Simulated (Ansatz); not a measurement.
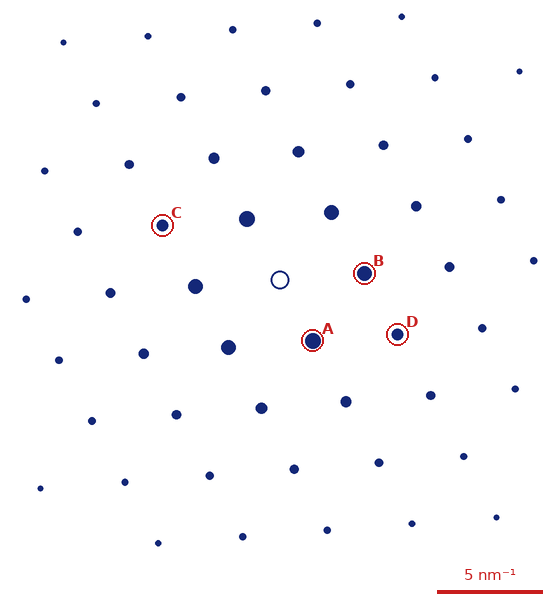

Computed electron diffraction pattern, 200 kV, single scattering only, B = 1 Å². The zone axis points towards the electron source and the pattern is seen from the source side.

Crystal: Cs, space group Im-3m (No. 229), a = 6.050 Å. Structure: the input geometry of an electronic-structure calculation (not necessarily at equilibrium).

Spot A is indexed 0 0 -2 and spot B -1 2 -1.

What are the indices of the remaining marked spots?

C = −A − B = 1 -2 3 (d = 1.617 Å). D = A + B = -1 2 -3 (d = 1.617 Å).

Find the zone axis.

The cross product of A and B is parallel to [210]; every spot obeys hu + kv + lw = 0.

What are the spacings of A and B and the angle between them?

d(A) = 3.025 Å, d(B) = 2.470 Å, and the angle is 65.9°.
